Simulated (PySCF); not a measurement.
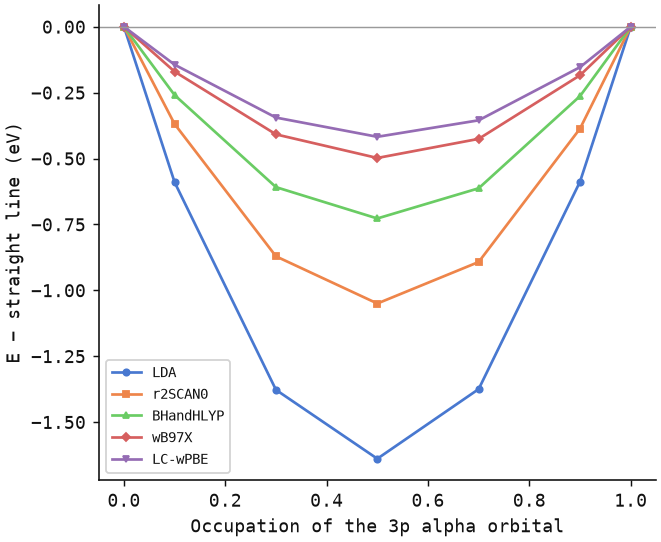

One 3p alpha orbital of Cl²⁺ ([Ne] 3s² 3p³) is emptied in steps. The plot gives the energy less the straight line between the integer ends. PySCF, def2-SVP, non-relativistic, unrestricted single determinants, no spin-orbit coupling.

### Describe the curvature of each method.

LDA: convex (delocalisation error), largest departure −1.6 eV, removal energy 39.64 eV; r2SCAN0: convex (delocalisation error), largest departure −1.1 eV, removal energy 39.78 eV; BHandHLYP: convex (delocalisation error), largest departure −0.73 eV, removal energy 39.42 eV; wB97X: convex (delocalisation error), largest departure −0.50 eV, removal energy 39.45 eV; LC-wPBE: convex (delocalisation error), largest departure −0.42 eV, removal energy 39.72 eV. The NIST semi-empirical removal energy is 39.80 eV. The exact energy is a straight line between whole electron numbers.
